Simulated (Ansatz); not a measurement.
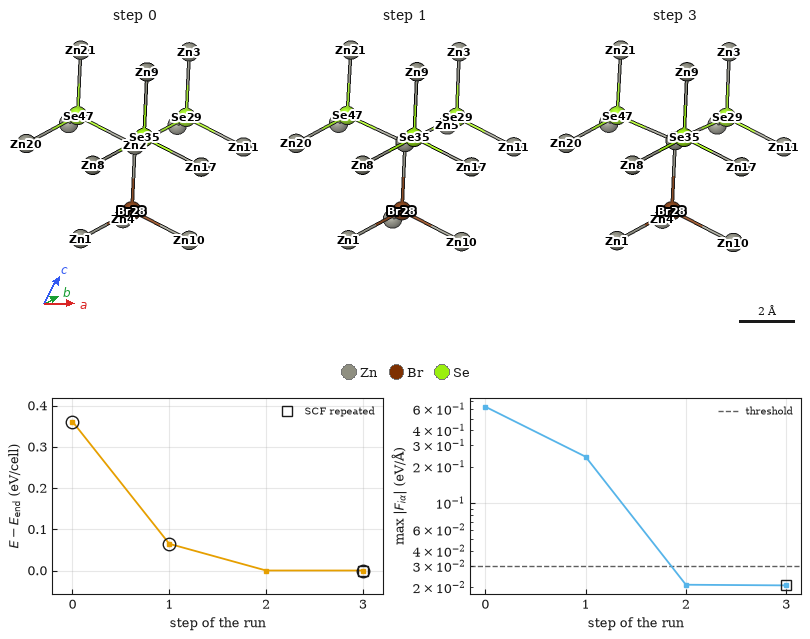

Frames of a relaxation of a defect cell of composition Zn₂₇Se₂₆Br, marked on the history of the run. A ball-and-stick model of the atoms within 4.2 Å of the atom that moves most (axes of the cell of the calculation (origin shifted)), seen from a free direction.

All numbers below come from Ansatz 0.2.0, DFT, PBE, plane-wave PAW, default files, scalar-relativistic. Set-up: plane-wave cutoff 420 eV; k-point mesh 2 × 2 × 2; occupations fermi dirac; smearing width 0.01 eV; collinear spin; atoms relaxed in a fixed cell; force threshold 0.03 eV/Å; at most 40 steps.

**What happens along the run?**

The largest moves, 0.18 Å, are those of Zn atoms. By element the largest moves are Zn 0.18 Å, Se 0.02 Å. Br stays in place. The lattice vectors keep their values. Among the contacts that change: Br–Zn 2.454 → 2.631 Å, Se–Zn 2.454 → 2.419 Å. Among the angles between lasting bonds that change: Zn–Se–Zn 109.5° → 104.9°, Br–Zn–Se 109.5° → 105.4°, Se–Zn–Se 109.5° → 113.2°. The energy falls by 0.361 eV per cell of the calculation in 2 accepted moves (3 points after the start). Largest force component: 0.63 eV/Å at the start, 0.021 eV/Å at the end. 1 step only repeated the SCF at the same geometry. The program noted that the starting moments weren't kept. Cost: 11 min on 4 threads of Arm Neoverse V1 (shared host), peak memory 7.2 GiB. From step 0 to 1: Zn atoms move most (0.10 Å), energy −0.296 eV per cell of the calculation. From step 1 to 3: Zn atoms move most (0.07 Å), energy −64.7 meV per cell of the calculation.

```tsv
step	E − E(0), meV/atom	largest force component, eV/Å	note
0	0.00	0.6274	
1	-5.49	0.2417	
2	-6.69	0.0210	
3	-6.69	0.0208	same geometry, SCF repeated
```
